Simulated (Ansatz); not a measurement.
## Electronic structure of BHSi in real space

Input

```
basis:
  gaussian: {orbitals: def2-TZVPD}
crystal:
  periodic: [false, false, false]
  atoms:
    - {symbol: B, position_ang: [0.000000, 0.000000, -0.239640]}
    - {symbol: Si, position_ang: [0.000000, 0.000000, 1.664956]}
    - {symbol: H, position_ang: [0.000000, 0.000000, -1.425316]}
total_charge: 0
hamiltonian: {xc: pbe0}
output: {forces: true, orbitals: {seedname: orbitals}}
```

Run with:

```sh
ansatz run input.yaml --threads 1 --pin off --max-ram 2610MiB --events-out events.jsonl --progress --plain --runs-dir runs
```

Geometry: B3LYP/6-31G*.

All numbers below come from isolated molecule in a Gaussian basis; Kohn-Sham density functional theory, functional PBE0 (Ansatz).

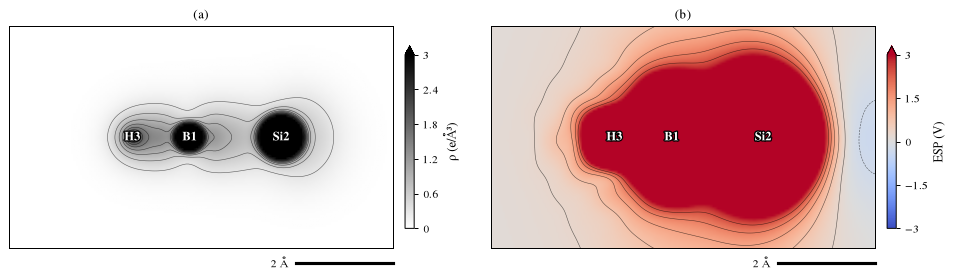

Figure 1. (a) electron density; (b) molecular electrostatic potential on a plane that holds the molecular axis.

What do the fields say about this system?

Answer.
- The plane passes through B, Si and H nuclei.
- Si–B (1.90 Å): ρ is about 0.86 e/Å³ halfway.
- B–H (1.19 Å): ρ at the midpoint is about 1.3 e/Å³.
- Outside the dense part of the molecule the potential is most negative (−0.4 V) near Si2.

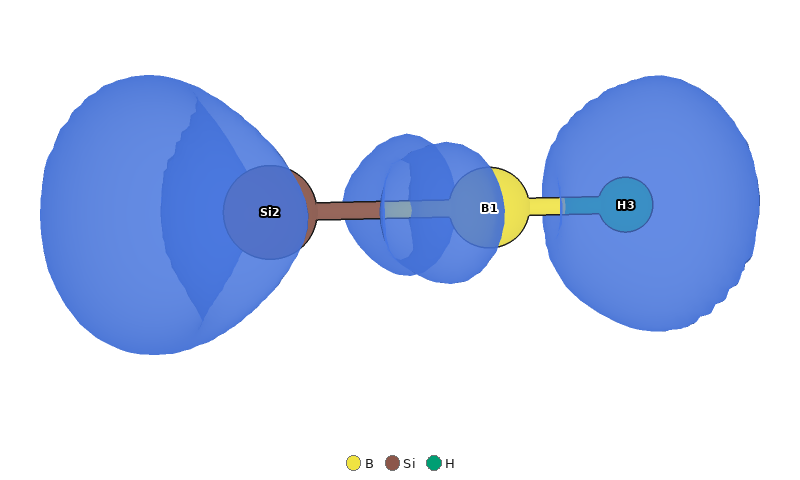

Figure 2. Isosurface of the electron localisation function at 0.9 (blue), seen from one side. Only the valence region is drawn (cores and ρ < 0.01 e/Å³ removed).

Where are the electrons localised?

Answer. The ELF exceeds this value in one region between bonded B–Si atoms (shared pairs), one region around a hydrogen nucleus and one lobe on Si, pointing away from the bonds (lone pairs).


Si–B (1.90 Å): the ELF peaks at about 0.95 between the atoms, as expected for a shared electron pair. B–H (1.19 Å): the ELF climbs to about 1 towards the hydrogen, as it does in any bond to H: a covalent bond by its length.

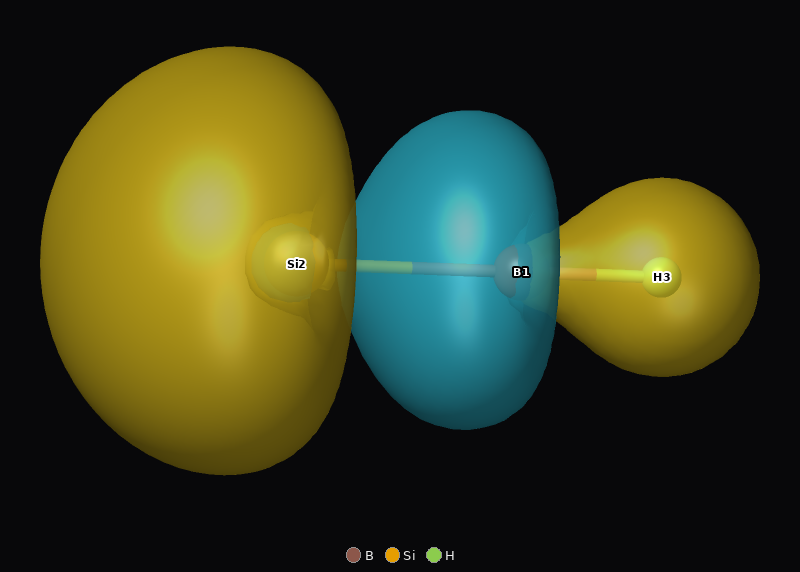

Figure 3. The HOMO−1 at ±0.08 Å⁻³ᐟ² (yellow and cyan are the two phases), seen from one side.

Where does this orbital lie, and at what energy?

Answer. Its weight (Hirshfeld) is mainly on Si2 (about 75 %) and B1 (about 20 %); it is of σ type. Its energy is −7.51 eV.

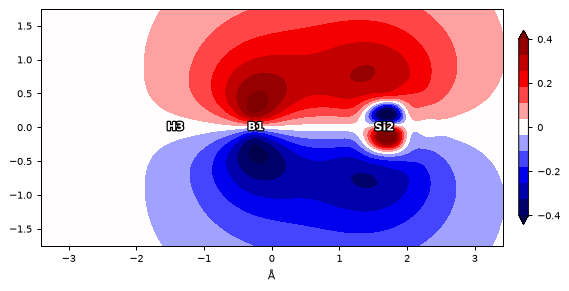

Figure 4. The LUMO on a plane that holds the molecular axis (values in Å⁻³ᐟ²; the overall sign is arbitrary).

Where does this orbital lie, and at what energy?

Answer. It lies mainly on Si2 (about 60 %) and B1 (about 40 %); π-bonding across Si2–B1. It is one of a degenerate set, so its orientation is arbitrary. Its energy is −4.27 eV.
